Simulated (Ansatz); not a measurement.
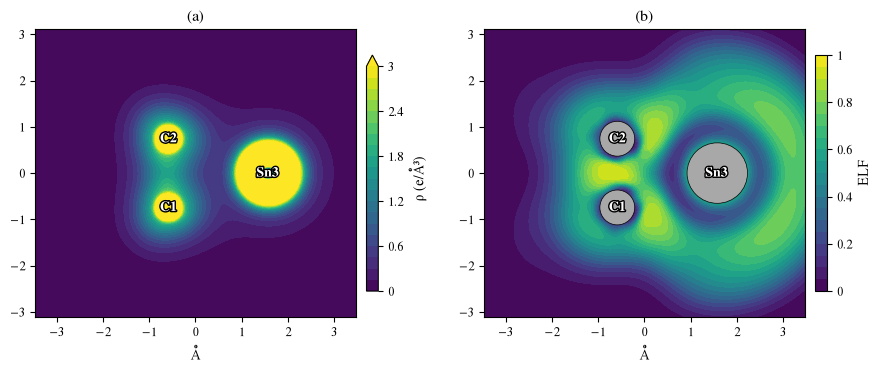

Figure. C$_{2}$H$_{5}$Sn (charge −1). (a) electron density; (b) ELF on the plane of atoms C1, C2 and Sn3. Grey discs cover the atomic cores in the ELF map.

Geometry: PBE0-D3(BJ)/def2-SVPD; core potentials replace the inner electrons of Sn; the highest occupied orbital lies above zero, a sign that basis and functional describe the outermost electron poorly.

Computed with isolated molecule in a Gaussian basis; Kohn-Sham density functional theory, functional PBE0 in Ansatz 0.2.0.

```xyz
8

C     0.1966    0.2511    1.3308
C     0.4574    0.7622   -0.0388
Sn    0.9381   -1.4707    0.0244
H     0.8716    0.5669    2.1329
H    -0.8470    0.1822    1.6584
H    -0.4073    1.0439   -0.6504
H     1.3125    1.4309   -0.1821
H     2.6590   -1.1288    0.4796
```

### Read the bonding off the picture.

- Atoms in the plane: C and Sn.
- C–C (1.49 Å): ρ at the midpoint is about 1.7 e/Å³; the ELF peaks at about 0.95 between the atoms, as expected for a covalent bond.
- C–Sn (2.28 Å): ρ is about 0.49 e/Å³ halfway; the ELF peaks at about 0.80 in the valence shell of C, 0.7 Å from its nucleus, and drops to about 0.15 between the two atoms.
